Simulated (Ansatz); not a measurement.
PbS₂ (charge +1, doublet)

Input

```
crystal:
  periodic: [false, false, false]
  atoms:
    - {symbol: Pb, position_ang: [-1.578039, -0.275643, -0.033207]}
    - {symbol: S, position_ang: [0.962141, -0.850312, -0.008520]}
    - {symbol: S, position_ang: [0.615898, 1.125946, 0.041727]}
basis:
  gaussian: {orbitals: def2-TZVP, initial_orbitals: start.molden}
total_charge: 1
magnetization: {spin_polarized: true, initial_magnetization: 1}
hamiltonian: {xc: pbe0, dispersion: d4}
output: {orbitals: {seedname: orbitals}}
```

Launched as:

```sh
ansatz run in.yaml --threads 4 --pin off --events-out ev --progress --plain --max-ram 3916MiB
```

Geometry: r2SCAN-D4/def2-TZVP; core potentials replace the inner electrons of Pb.

Computed with UKS PBE0-D4/def2-TZVP in Ansatz 0.2.0.

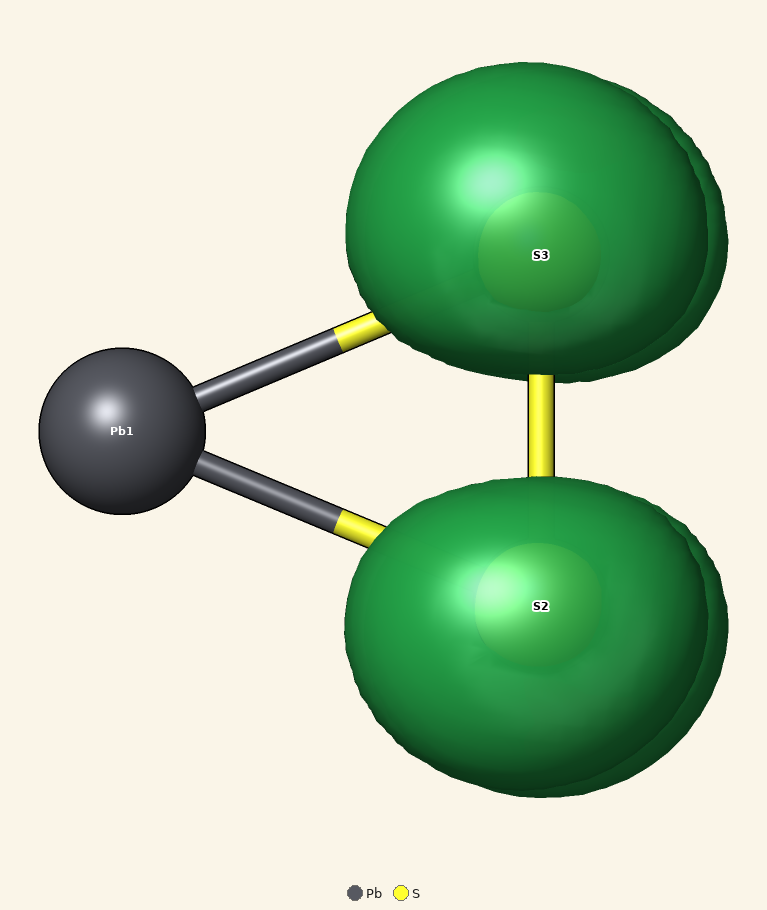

Figure 1. Isosurfaces of the spin density at +0.02 (green) and −0.02 e/Å³ (red), seen across its widest extent.

**Describe the spin distribution.**

The unpaired spin (1 electron) lies mostly on S2 (about 0.5) and S3 (about 0.5), in electrons by Hirshfeld's partition.

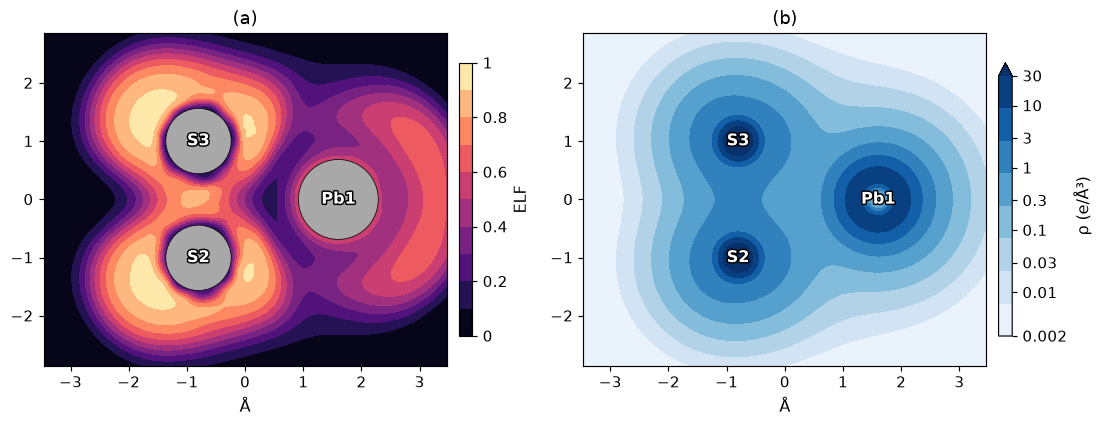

Figure 2. (a) ELF; (b) electron density on the molecular plane. Grey discs cover the atomic cores in the ELF map.

**What does the map show?**

Atoms in the plane: Pb and S.
S–S (2.01 Å): ρ is about 1.1 e/Å³ halfway; the ELF peaks at about 0.80 between the atoms (localised, covalent bonding).
Pb–S (2.60 Å): ρ at the midpoint is about 0.43 e/Å³; the ELF peaks at about 0.80 in the valence shell of S, 0.9 Å from its nucleus, and drops to about 0.20 between the two atoms.
The ELF also peaks beside S2 and S3, away from the bonds: non-bonding electrons, paired or unpaired.

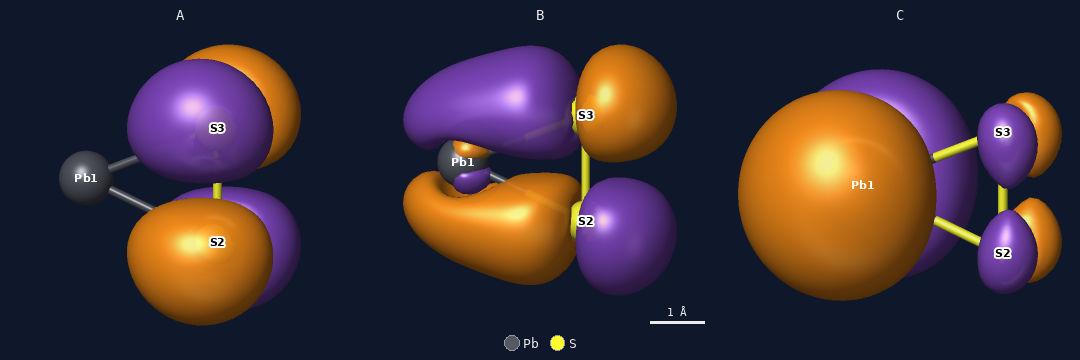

Figure 3. Three frontier orbitals at ±0.08 Å⁻³ᐟ² (orange and purple are the two phases), in no order.

**Which picture is the HOMO−1, the HOMO and the LUMO? All are α orbitals.**

B is the HOMO−1 (α) (−12.67 eV). It lies mainly on S2 (about 35 %), S3 (about 35 %) and Pb1 (about 25 %); it is symmetric in the molecular plane (an in-plane orbital: σ, lone-pair or in-plane π type). A is the HOMO (α) (−12.30 eV). By Hirshfeld shares it lies mainly on S2 (about 50 %) and S3 (about 50 %); it changes sign across the molecular plane (π type); π-antibonding (a node) across S2–S3. C is the LUMO (α) (−8.29 eV). It lies mainly on Pb1 (about 90 %); it changes sign across the molecular plane (π type).

**What is the gap between the highest occupied and lowest empty α orbitals?**

4.01 eV between the orbital energies.
